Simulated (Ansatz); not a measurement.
Partial pair distribution functions of a relaxed model of amorphous Ga24O38Zr, broadened by 0.06 Å; density 5.02 g/cm³. Calculation: PBE, scalar-relativistic without spin-orbit coupling (plane waves to 420 eV, PAW; Ansatz, a program for electronic structure).

A CHGNet melt-quench gave the starting glass, which DFT then relaxed. O atoms were pushed apart under 1.9 Å during the dynamics, to hinder bonds among them. The hot cell started wider than the set density and was brought back towards it in steps. It is the lowest in DFT energy of 2 quenches. It is a model cell: composition and starting density were chosen by hand, and all elements were melted together. No dispersion term was used. Its density started from a set value of 5.02 and ended at 5.02 g/cm³. The simulated quench (nominally 330 K/ps over its main leg) is rapid and tends to freeze in more defects than a deposited or slowly cooled glass has. A cell of this size samples the disorder only roughly. The volume was held where the preparation left it and the shape relaxed, at a PBE pressure of 0.7 GPa. Stress components on the final sampling reach 0.9 GPa.

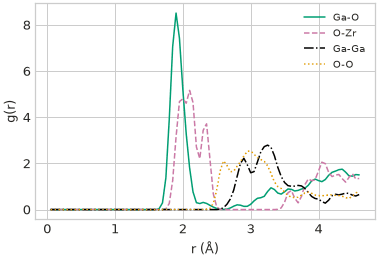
Fig. 1. Partial pair distribution functions

Highest peaks under 4.5 Å: Ga-O near 1.90 Å, O-Zr near 2.10 Å, Ga-Ga near 3.25 Å, O-O near 3.00 Å; pairs of few atoms are noisy.

Within 2.52 Å each Ga has 4.71 O neighbours on average.
